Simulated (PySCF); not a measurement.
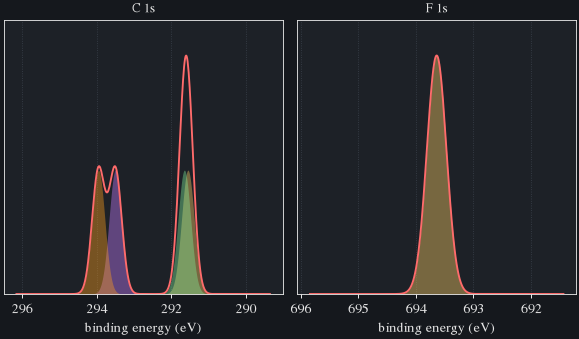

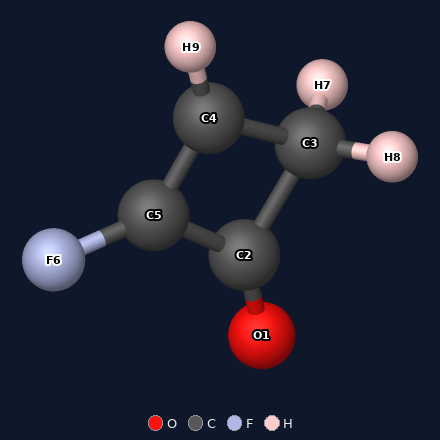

Simulated XPS of C₄H₃FO, SMILES O=C1CC=C1F. Vertical core-electron binding energies by ΔSCF (SCAN, pcX-2 on the ionised atom, pcseg-1 elsewhere, spin-free X2C; PySCF, at a GFN2-xTB geometry (no frequency check)), gas phase, against the vacuum level. One atom of each kind was ionised; within a panel, areas follow the number of like atoms, each panel is scaled alone, Gaussians of 0.4 eV full width. Only the regions named are shown. Lines closer than the width merge in the curve.

> Which atoms give which peak?

| level | atoms | binding energy (eV) |
| --- | --- | --- |
| C 1s | C2 | 293.9 |
| C 1s | C5 | 293.5 |
| C 1s | C3 | 291.6 |
| C 1s | C4 | 291.6 |
| F 1s | F6 | 693.6 |

> How large is the chemical shift across the C 1s region?

2.4 eV, from C4 at 291.6 eV to C2 at 293.9 eV.

Caveats: the tight-binding geometry is rougher than a DFT one and adds to the error.
